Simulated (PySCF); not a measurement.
**One shape, several levels: CH6B2FN (SMILES NBCBF)**

We compute a comparison of 4 runs (B3LYP/6-31G*, PBE0/def2-SVP, PBE0/6-311G**, B3LYP/def2-TZVP) of CH6B2FN. 

The calculation is run with PySCF 2.14.0.

## Step 1: The molecule

CH6B2FN: 11 atoms, total charge 0, spin state singlet. As SMILES, `NBCBF`. The coordinates come from a GFN2-xTB relaxation. This is one conformer, not always the lowest.

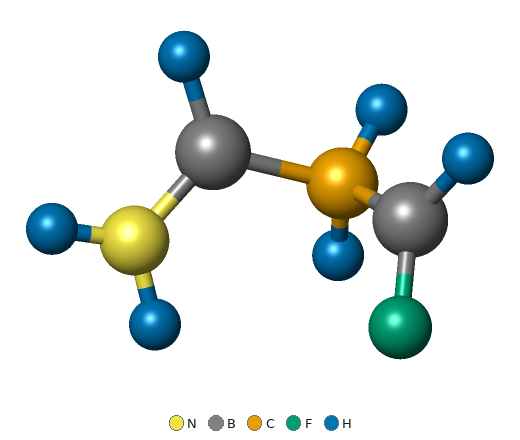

The structure, seen from a chosen angle (nitrogen yellow, boron grey, carbon amber, fluorine teal, hydrogen blue).

## Step 2: Energy and forces at B3LYP/6-31G(d) (spherical functions) (run 1)

Contents of input.py:

```python
from pyscf import gto, dft

mol = gto.Mole()
mol.atom = '''
N       -1.334130       0.420000       1.022280
B       -0.112310      -0.217390       0.971430
C        0.952390       0.227150      -0.141630
B        0.568150      -0.493930      -1.471360
F       -0.380760       0.031720      -2.234700
H       -2.061960       0.199250       1.680910
H       -1.605390       1.137900       0.369680
H        0.117370      -1.074570       1.736560
H        0.884670       1.307830      -0.265150
H        1.958180      -0.024250       0.183810
H        1.013770      -1.513700      -1.851840
'''
mol.max_memory = 1860
mol.verbose = 4
mol.spin = 0
mol.basis = '6-31g*'
mol.build()

myscf = dft.RKS(mol)
myscf.xc = 'b3lyp'
myscf.grids.level = 5
myscf.conv_tol = 1e-10
myscf.kernel()
if not myscf.converged:
    myscf = myscf.newton().run(myscf.mo_coeff, myscf.mo_occ)

etot = myscf.e_tot
print(f'total energy: {etot:.8f} hartree')
grad = myscf.nuc_grad_method().kernel()
myscf.analyze()
```

The run is started by

```sh
$ OMP_NUM_THREADS=1 python input.py
```

Output:

```text
PySCF version 2.14.0

[... 103 lines left out ...]
MO #2   energy= -14.3251322118003  occ= 2
[... 15 lines left out ...]
MO #18  energy= -0.300825368346373 occ= 2
[... 15 lines left out ...]
MO #34  energy= 0.463614895578675  occ= 0
[... 15 lines left out ...]
MO #50  energy= 1.03713374991863   occ= 0
[... 15 lines left out ...]
MO #66  energy= 1.79415606139174   occ= 0
[... 15 lines left out ...]
MO #82  energy= 3.16595548948204   occ= 0
[... 96 lines left out ...]
Dipole moment(X, Y, Z, Debye): -1.13884,  1.04806,  1.03115
```

Run time: 54 s. Hardware: 1 thread of Intel Xeon at 2.50GHz (Skylake/Cascade Lake), shared host; peak memory 0.83 GiB.

## Step 3: Energy and gradient at PBE0/def2-SVP (run 2)

Contents of calc.py:

```python
# NBCBF
import pyscf.grad
from pyscf import gto, dft

mol = gto.M(
    atom='''
N   -1.334130   0.420000   1.022280
B   -0.112310  -0.217390   0.971430
C    0.952390   0.227150  -0.141630
B    0.568150  -0.493930  -1.471360
F   -0.380760   0.031720  -2.234700
H   -2.061960   0.199250   1.680910
H   -1.605390   1.137900   0.369680
H    0.117370  -1.074570   1.736560
H    0.884670   1.307830  -0.265150
H    1.958180  -0.024250   0.183810
H    1.013770  -1.513700  -1.851840
''',
    basis='def2-svp',
    max_memory=1860,
    spin=0,
    verbose=4,
)

myscf = dft.RKS(mol, xc='pbe0')
myscf.conv_tol = 1e-10
myscf.grids.level = 5
myscf.kernel()
if not myscf.converged:
    myscf = myscf.newton().run(myscf.mo_coeff, myscf.mo_occ)

e_final = myscf.e_tot
print('Final energy', e_final)
grad = myscf.Gradients().kernel()
dip = myscf.dip_moment()
pop, q = myscf.mulliken_pop()
```

The run is started by

```sh
$ OMP_NUM_THREADS=1 python calc.py
```

Output:

```text
PySCF version 2.14.0

[... 80 lines left out ...]
converged SCF energy = -245.650319529002
Final energy -245.65031952900173
[... 12 lines left out ...]
Dipole moment(X, Y, Z, Debye): -1.09571,  1.02451,  1.11811
[... 112 lines left out ...]
charge of   10H =     -0.07432
```

Run time: 75 s. Hardware: 1 thread of Intel Xeon at 2.50GHz (Skylake/Cascade Lake), shared host; peak memory 1 GiB.

## Step 4: Energy and gradient at PBE0/6-311G(d,p) (run 3)

Contents of input.py:

```python
import pyscf.grad
from pyscf import gto, dft

mol = gto.Mole()
mol.atom = '''
N       -1.334130       0.420000       1.022280
B       -0.112310      -0.217390       0.971430
C        0.952390       0.227150      -0.141630
B        0.568150      -0.493930      -1.471360
F       -0.380760       0.031720      -2.234700
H       -2.061960       0.199250       1.680910
H       -1.605390       1.137900       0.369680
H        0.117370      -1.074570       1.736560
H        0.884670       1.307830      -0.265150
H        1.958180      -0.024250       0.183810
H        1.013770      -1.513700      -1.851840
'''
mol.basis = '6-311g**'
mol.charge = 0
mol.verbose = 4
mol.max_memory = 1860
mol.build()

calc0 = dft.RKS(mol)
calc0.xc = 'pbe0'
calc0.conv_tol = 1e-10
calc0.grids.level = 5
calc0.kernel()
if not calc0.converged:
    calc0 = calc0.newton().run(calc0.mo_coeff, calc0.mo_occ)

e_tot = calc0.e_tot
print('E(%s) = %.9f' % ('PBE0', e_tot))
grad = calc0.Gradients().kernel()
dip = calc0.dip_moment()
pop, q = calc0.mulliken_pop()
```

The run is started by

```sh
$ OMP_NUM_THREADS=1 python input.py
```

Output:

```text
PySCF version 2.14.0

[... 80 lines left out ...]
converged SCF energy = -245.897876548874
[... 13 lines left out ...]
Dipole moment(X, Y, Z, Debye): -1.00934,  0.96069,  1.12507
[... 138 lines left out ...]
charge of   10H =     -0.06315
```

Run time: 91 s. Hardware: 1 thread of Intel Xeon at 2.50GHz (Skylake/Cascade Lake), shared host; peak memory 1.4 GiB.

## Step 5: Energy and forces at B3LYP/def2-TZVP (run 4)

Contents of calc.py:

```python
# NBCBF
import pyscf.grad
from pyscf import gto, dft

mol = gto.Mole()
mol.atom = '''
N   -1.334130   0.420000   1.022280
B   -0.112310  -0.217390   0.971430
C    0.952390   0.227150  -0.141630
B    0.568150  -0.493930  -1.471360
F   -0.380760   0.031720  -2.234700
H   -2.061960   0.199250   1.680910
H   -1.605390   1.137900   0.369680
H    0.117370  -1.074570   1.736560
H    0.884670   1.307830  -0.265150
H    1.958180  -0.024250   0.183810
H    1.013770  -1.513700  -1.851840
'''
mol.verbose = 4
mol.basis = 'def2-tzvp'
mol.max_memory = 1860
mol.spin = 0
mol.build()

calc0 = dft.RKS(mol, xc='b3lyp')
calc0.conv_tol = 1e-10
calc0.grids.level = 5
calc0.kernel()
if not calc0.converged:
    calc0 = calc0.newton().run(calc0.mo_coeff, calc0.mo_occ)

e_tot = calc0.e_tot
print('E = %.10f Eh' % e_tot)
grad = calc0.Gradients().kernel()
dip = calc0.dip_moment()
pop, q = calc0.mulliken_pop()
```

The run is started by

```sh
$ OMP_NUM_THREADS=1 python calc.py
```

Output:

```text
PySCF version 2.14.0

[... 81 lines left out ...]
converged SCF energy = -246.233180029886
[... 13 lines left out ...]
Dipole moment(X, Y, Z, Debye): -0.82692,  0.86331,  1.14808
[... 203 lines left out ...]
charge of   10H =     -0.03249
```

Wall time 5 min (1 thread of Intel Xeon at 2.50GHz (Skylake/Cascade Lake), shared host); peak memory 2.9 GiB.

## Step 6: The series

```tsv
run	level	energy (Eh)	dipole moment (D)	HOMO energy (eV)	LUMO energy (eV)	wall time
1	B3LYP/6-31G* (spherical functions)	-246.113364	1.86	-7.61	-0.30	54 s
2	PBE0/def2-SVP	-245.650320	1.87	-8.11	-0.41	75 s
3	PBE0/6-311G**	-245.897877	1.79	-8.14	-0.47	91 s
4	B3LYP/def2-TZVP	-246.233180	1.66	-8.00	-0.86	5 min
```

## Step 7: Results

| quantity | value |
| --- | --- |
| run 4: total energy | -246.23318 Eh |
| run 4: dipole moment | 1.66 D |
| run 4: HOMO energy | -8.00 eV |
| run 4: LUMO energy | -0.86 eV |
| run 4: HOMO–LUMO gap | 7.15 eV |
| run 4: largest force on an atom | 0.842 eV/Å |

The dipole moment (its size) runs from 1.66 D (B3LYP/def2-TZVP) to 1.87 D (PBE0/def2-SVP). The two ends differ in method and basis. The HOMO–LUMO gap runs from 7.15 eV (B3LYP/def2-TZVP) to 7.70 eV (PBE0/def2-SVP). Totals of different functionals can't be ranked against each other. All runs together took 8.6 min, the longest 5 min.
